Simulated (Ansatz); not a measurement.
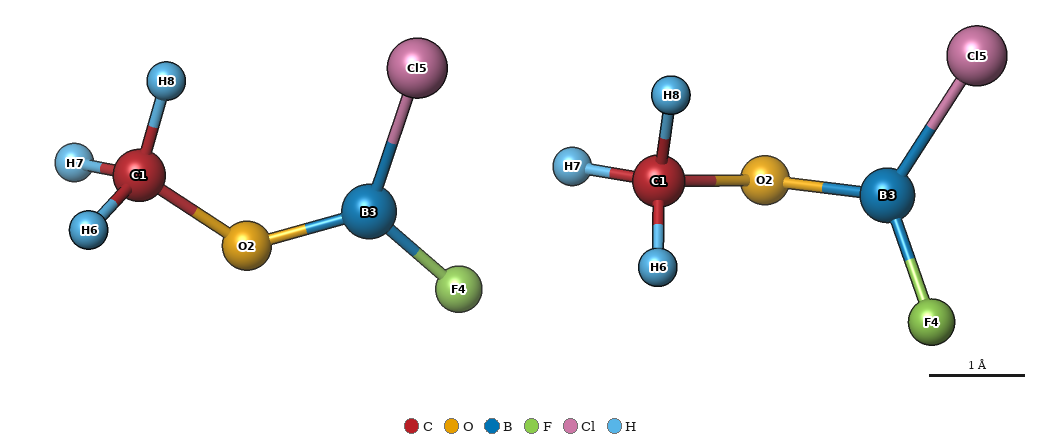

Two geometries of CH₃BClFO (coarse preliminary run), drawn at one scale. One is the start of a relaxation, the other its converged end. The picture is a ball-and-stick view, seen from a free direction.

Level of theory: Ansatz, RKS PBE-D4/def2-SVP. Set-up: force threshold 0.03 eV/Å; at most 200 steps.

Question: Which geometry has the lower energy?

Answer: The left one is the relaxed one. The start comes from a force field. F4 moves most after the best rigid fit: 0.98 Å. By element the largest moves are F 0.98 Å, O 0.90 Å, H 0.71 Å, Cl 0.52 Å, B 0.17 Å, C 0.10 Å. Near-neighbour distances that change, for instance: O2–B3 1.487 → 1.345 Å, B3–F4 1.453 → 1.331 Å, C1–H8 1.165 → 1.109 Å, B3–Cl5 1.827 → 1.779 Å. Among the angles between lasting bonds that change: C1–O2–B3 110.4° → 126.0°, H6–C1–H7 112.6° → 108.4°, O2–C1–H8 108.2° → 111.9°. Groups turn about O2–B3 by about 95°, C1–O2 by about 55°. The energy falls by 1.162 eV in 16 geometry steps. Largest force component: 3.3 eV/Å at the start, 0.0065 eV/Å at the end.
